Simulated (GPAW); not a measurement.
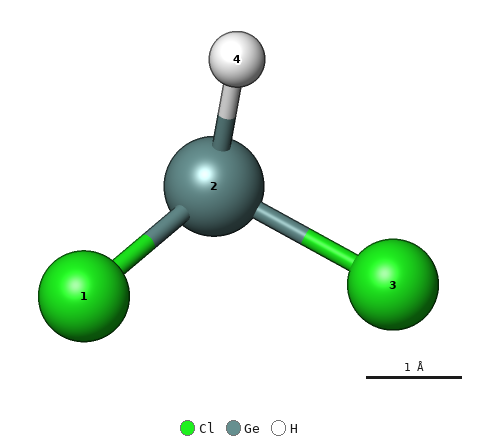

**Figure 1.** The structure as given in the input (ball-and-stick view, seen at a tilt; atoms are numbered from 1 in the order of the input). Sticks mark near contacts.

## Property calculation of GeHCl$_{2}$

System: GeHCl$_{2}$, multiplicity 2.
Method: PBE/real-space grid, UKS, scalar-relativistic datasets (GPAW 26.7.0).

The geometry comes from this level: GFN2-xTB.

### The input (run.py)
```python
import numpy as np
from ase.io import read
from ase.units import Debye
from gpaw import GPAW

# Atomic positions
atoms = read("Cl2GeH.sdf")
atoms.center(vacuum=4.5)
atoms.set_initial_magnetic_moments([0.333333, 0.333333, 0.333333, 0.0])

# DFT calculator
dft = GPAW(mode="fd",
           h=0.18,
           xc="PBE",
           occupations={"name": "fermi-dirac", "width": 0.0, "fixmagmom": True},
           maxiter=150,
           symmetry="off",
           txt="-")
atoms.calc = dft

energy = atoms.get_potential_energy()
print(f"Energy: {energy:.5f} eV")
forces = atoms.get_forces()
print("Forces (eV/Ang)")
for symbol, f in zip(atoms.symbols, forces):
    print(f'{symbol:2} {f[0]:9.4f} {f[1]:9.4f} {f[2]:9.4f}')
dipole = atoms.get_dipole_moment() / Debye
print(f"Dipole = {np.linalg.norm(dipole):.3f} D")
print("Moments:", atoms.get_magnetic_moments().round(3))
```

### File Cl2GeH.sdf
```

     RDKit          3D

  4  3  0  0  0  0  0  0  0  0999 V2000
   -1.6711    0.7686   -0.5691 Cl  0  0  0  0  0  0  0  0  0  0  0  0
    0.1962   -0.3110   -0.5282 Ge  0  0  0  0  0  3  0  0  0  0  0  0
    0.1811   -1.3409    1.3676 Cl  0  0  0  0  0  0  0  0  0  0  0  0
    1.2938    0.8834   -0.2702 H   0  0  0  0  0  0  0  0  0  0  0  0
  2  1  1  0
  3  2  1  0
  4  2  1  0
M  RAD  1   2   2
M  END
$$$$
```

Launched with:
```bash
python3 run.py
```

### What the program printed
```
__  _  _
 | _ |_)|_||  |
 |__||  | ||/\| - 26.7.0

units:  Angstrom and eV
cores:  1
OpenMP: False

Versions:
  Python: 3.12.14
  ASE:    3.29.0
  Numpy:  2.5.5
  Scipy:  1.18.1
  Libxc:  7.0.0

        _gpaw.cpython-312-aarch64-linux-gnu.so

Input parameters:
  mode=FD(),
  h=0.18,
  maxiter=150,
  occupations=Occupations(name='fermi-dirac', width=0.0, fixmagmom=True),
  symmetry=Symmetry(point_group=False, time_reversal=False),
  xc=XC(name='PBE')

Diagonalizing LCAO Hamiltonian
Converting LCAO to fd mode
        .----------------------------.
       /|                            |
      / |                            |
     /  |                            |
    /   |                            |
   /    |                            |
  /     |                            |
 *      |                            |
 |      |                            |
 |      |                            |
 |      |          Cl  H             |
 |      |       Cl  Ge               |
 |      |                            |
 |      .----------------------------.
 |     /                            /
 |    /                            /
 |   /                            /
 |  /                            /
 | /                            /
 |/                            /
 *----------------------------*

Atoms  # Å, Bohr magnetons
|   | symbol |        x |        y |        z |    initial magnetic moments |
|---|--------|----------|----------|----------|-----------------------------|
| 0 |     Cl | 4.500000 | 6.609500 | 4.500000 | ( 0.0000,  0.0000,  0.3333) |
| 1 |     Ge | 6.367300 | 5.529900 | 4.540900 | ( 0.0000,  0.0000,  0.3333) |
| 2 |     Cl | 6.352200 | 4.500000 | 6.436700 | ( 0.0000,  0.0000,  0.3333) |
| 3 |      H | 7.464900 | 6.724300 | 4.798900 | ( 0.0000,  0.0000,  0.0000) |

Unit cell  # Å
| periodic |         x |         y |         z |   lengths |    angles |
|----------|-----------|-----------|-----------|-----------|-----------|
|       no | 11.964900 |  0.000000 |  0.000000 | 11.964900 | 90.000000 |
|       no |  0.000000 | 11.224300 |  0.000000 | 11.224300 | 90.000000 |
|       no |  0.000000 |  0.000000 | 10.936700 | 10.936700 | 90.000000 |

Number of symmetries: 1
Symmetry operations  # r_c * U_cc + t_c -> r_c
|   | kind |            matrix            |
|---|------|------------------------------|
| 0 |  E   |  1, 0, 0,  0, 1, 0,  0, 0, 1 |

BZ-sampling:
  Number of BZ points: 1
  Number of IBZ points: 1

  Monkhorst-Pack size: [1, 1, 1]
  Monkhorst-Pack shift: [0, 0, 0]

K-points  # in reciprocal-cell coordinates
|   |                                coordinates |     weight |
|---|--------------------------------------------|------------|
| 0 | (  0.00000000,   0.00000000,   0.00000000) | 1.00000000 |

Uniform wave function grid shape: (np.int64(67), np.int64(63), np.int64(59))
Spin-components: 2 (collinear spins)
Bands:           13
Projectors:      18
Spin-degeneracy: 1
Datatype:        float64

  Storage: CPU
  Wave functions: 51_800_112 bytes (51_800_112 per core)

Parallelization:
  kpt:    1
  domain: 1
  band:   1

Density:
  Valence electrons: 19.0
  Components: 2
  Grid points: [68 64 60]
  Charge: 0.0  # |e|

Potential:
  Grid points: [68 64 60]

species:
  Cl:
    name:    Chlorine
    Z:       17.0
    valence: 7
    core:    10
    charge:  0.0  # [|e|]
    file:    Cl.PBE.gz
    compensation charges:
      type: gauss
      rc: 0.25  # [Å]
      lmax: 2
    cutoffs:
      filter: 1.40  # [Å]
      core: 1.49  # [Å]
    projectors
    | kind |    occ | energy [eV] | rcut [Å] |
    |------|--------|-------------|----------|
    |   3s |  2.000 |     -20.689 |    0.794 |
    |   3p |  5.000 |      -8.594 |    0.794 |
    |    s |        |       6.523 |    0.794 |
    |    p |        |      18.617 |    0.794 |
    |    d |        |       0.000 |    0.794 |

    Using partial waves for Cl as LCAO basis

  Ge:
    name:    Germanium
    Z:       32.0
    valence: 4
    core:    28
    charge:  0.0  # [|e|]
    file:    Ge.PBE.gz
    compensation charges:
      type: gauss
      rc: 0.32  # [Å]
      lmax: 2
    cutoffs:
      filter: 1.77  # [Å]
      core: 3.42  # [Å]
    projectors
    | kind |    occ | energy [eV] | rcut [Å] |
    |------|--------|-------------|----------|
    |   4s |  2.000 |     -11.726 |    1.005 |
    |   4p |  2.000 |      -3.896 |    1.005 |
    |    s |        |      15.485 |    1.005 |
    |    p |        |      23.315 |    1.005 |
    |    d |        |       0.000 |    1.005 |

    Using partial waves for Ge as LCAO basis

  H:
    name:    Hydrogen
    Z:       1.0
    valence: 1
    core:    0
    charge:  0.0  # [|e|]
    file:    H.PBE.gz
    compensation charges:
      type: gauss
      rc: 0.15  # [Å]
      lmax: 2
    cutoffs:
      filter: 0.85  # [Å]
      core: 0.53  # [Å]
    projectors
    | kind |    occ | energy [eV] | rcut [Å] |
    |------|--------|-------------|----------|
    |   1s |  1.000 |      -6.494 |    0.476 |
    |    s |        |      20.717 |    0.476 |
    |    p |        |       0.000 |    0.476 |

    Using partial waves for H as LCAO basis

Reference energy: -82220.026806  # eV

eigensolver:
  PPCG
  Converge bands: occupied
  niter=2

density mixing:
  MSR1-Mixer
  Pratt-step length: 0.05
  Maximum mixing coefficient: 0.75
  Old densities: 10
  SVD Regularization: 0.005
  Good broyden scale: 1.0
  Trust region scale: 1.0
  Backstep threshold: 4.0
  History deletion threshold: 6.0
  Fourier metric: weight=20.0, sigma=0.015

occupation numbers:
  Fixed magnetic moment: 1.000
  # Zero width

FastPoissonSolver using
    Stencil: 6*3+1=19 point O(h^6) finite-difference Laplacian
    FFT axes: []
    FST axes: [np.int64(2), np.int64(1), np.int64(0)]

xc functional:
  name: PBE with 2 nearest neighbor stencil
interpolation: tri-quintic # 5. degree polynomial

Initialization done in: 7.251 s

convergence criteria:
- Maximum [total energy] change in last 3 cyles: 0.0005 eV / valence electron
- Maximum integral of absolute [dens]ity change: 0.0001 electrons / valence electron
- Maximum integral of absolute [eigenst]ate change: 4e-08 eV^2 / valence electron
maximum number of iterations: 150

SCF iterations
|iter     |     time |      energy | eigst |  dens |  magmom |
|---------|----------|-------------|-------|-------|---------|
|iter:   1| 00:00:09 |  -12.608539 | +0.56 |       |  +0.9948|
|iter:   2| 00:00:16 |  -12.581641 | -0.34 | -0.81 |  +0.9951|
|iter:   3| 00:00:21 |  -12.412634 | -0.02 | -0.84 |  +0.9983|
|iter:   4| 00:00:26 |  -12.377445 | -0.63 | -1.22 |  +0.9992|
|iter:   5| 00:00:30 |  -12.382751 | -1.06 | -1.55 |  +0.9997|
|iter:   6| 00:00:37 |  -12.385860c| -1.92 | -1.96 |  +0.9999|
|iter:   7| 00:00:42 |  -12.386554c| -2.62 | -2.39 |  +1.0000|
|iter:   8| 00:00:46 |  -12.386664c| -3.27 | -2.88 |  +1.0000|
|iter:   9| 00:00:51 |  -12.386680c| -3.95 | -3.31 |  +1.0000|
|iter:  10| 00:00:55 |  -12.386686c| -4.47 | -3.64 |  +1.0000|
|iter:  11| 00:00:58 |  -12.386687c| -5.11 | -4.02c|  +1.0000|
|iter:  12| 00:01:01 |  -12.386687c| -5.78 | -4.49c|  +1.0000|
|iter:  13| 00:01:04 |  -12.386687c| -6.33 | -4.82c|  +1.0000|
|iter:  14| 00:01:07 |  -12.386687c| -6.92 | -5.18c|  +1.0000|
|iter:  15| 00:01:10 |  -12.386687c| -7.52c| -5.56c|  +1.0000|

Converged in 15 steps
SCF loop duration: 62.762 s (4.184 s/step)
Energy contributions relative to reference atoms: (reference = -82220.026806)

Energy contributions:
  Kinetic:          18.110876
  Coulomb:         -18.832722
  Zero:              0.316092
  External:          0.000000
  Xc:              -11.980933
  Entropy:           0.000000
  Spinorbit:         0.000000
  ----------------------------
  Free energy:     -12.386687
  Extrapolated:    -12.386687

dipole moment: (0.269230, -0.004052, -0.265331)  # |e|*Ang

Total magnetic moment: (0.000000, 0.000000, 0.999999)

Local magnetic moments
|        x |        y |        z |
|----------|----------|----------|
| 0.000000 | 0.000000 | 0.061621 |  # Cl   0
| 0.000000 | 0.000000 | 0.184343 |  # Ge   1
| 0.000000 | 0.000000 | 0.061590 |  # Cl   2
| 0.000000 | 0.000000 | 0.063896 |  # H    3

Fermi levels: -6.295, -5.260
Eigenvalues  # (at kpt = [0.000, 0.000, 0.000])
| band index |      eig [eV] | occ [0-1] |      eig [eV] | occ [0-1] |
|------------|---------------|-----------|---------------|-----------|
|          0 |       -21.139 |     1.000 |       -21.009 |     1.000 |
|          1 |       -20.536 |     1.000 |       -20.407 |     1.000 |
|          2 |       -13.961 |     1.000 |       -13.610 |     1.000 |
|          3 |       -10.009 |     1.000 |        -9.855 |     1.000 |
|          4 |        -9.891 |     1.000 |        -9.558 |     1.000 |
|          5 |        -8.925 |     1.000 |        -8.689 |     1.000 |
|          6 |        -8.164 |     1.000 |        -8.018 |     1.000 |
|          7 |        -8.054 |     1.000 |        -7.898 |     1.000 |
|          8 |        -7.839 |     1.000 |        -7.787 |     1.000 |
|          9 |        -6.295 |     1.000 |        -5.260 |     0.000 |
|         10 |        -1.575 |     0.000 |        -1.310 |     0.000 |
|         11 |        -1.336 |     0.000 |        -1.022 |     0.000 |
|         12 |        -0.879 |     0.000 |        -0.498 |     0.000 |

Gap: 1.492 eV
Transition (v -> c):
  (s=1, k=0, n=8, [0.00, 0.00, 0.00]) -> (s=0, k=0, n=9, [0.00, 0.00, 0.00])
No difference between direct/indirect transitions
vacuum-level: 0.000  # V
Energy: -12.38669 eV

Forces  # eV/Ang
|        x |        y |        z |
|----------|----------|----------|
| -0.48010 |  0.17340 | -0.17604 |  # Cl   0
|  0.78084 |  0.73888 |  0.09691 |  # Ge   1
|  0.03004 | -0.40175 |  0.36514 |  # Cl   2
| -0.31944 | -0.53935 | -0.28212 |  # H    3

Force computation time: 0.096  # s
Forces (eV/Ang)
Cl   -0.4801    0.1734   -0.1760
Ge    0.7808    0.7389    0.0969
Cl    0.0300   -0.4017    0.3651
H    -0.3194   -0.5393   -0.2821
Dipole = 1.816 D
Moments: [0.062 0.184 0.062 0.064]
```

### Summary

| quantity | value |
| --- | --- |
| outcome | converged |
| energy relative to the program's reference atoms | −12.3867 eV |
| largest force | 1.079 eV/Å |
| dipole moment | 1.82 D |
| hardware | 1 thread of Arm Neoverse V1, 24 GiB of memory available, shared host |
| wall time | 71 s |
| peak memory | 0.86 GiB |
